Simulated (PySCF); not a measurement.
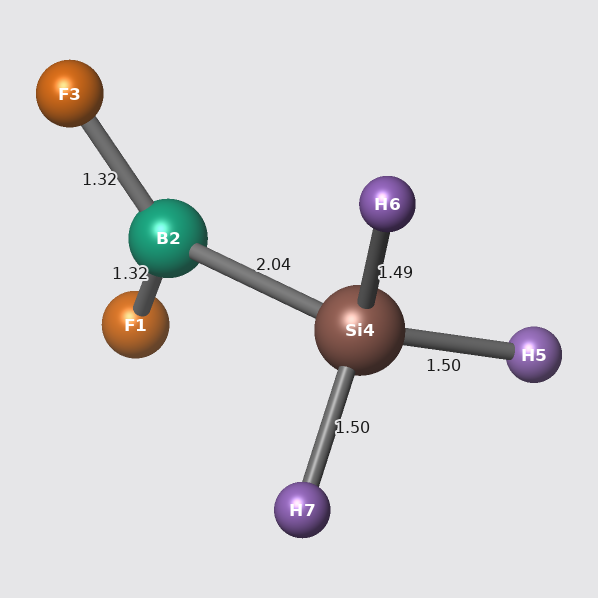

Bond lengths are marked in Å; every bond is drawn as one stick. The computed structure is the end point of a PBE0-D3(BJ)/def2-SVP optimisation. No frequency run is at hand to confirm it as a minimum.

### Assign a bond order to each marked bond.

F1–B2 single; B2–F3 single; B2–Si4 single; Si4–H5 single; Si4–H6 single; Si4–H7 single.

### Write the SMILES.

FB(F)[SiH3]
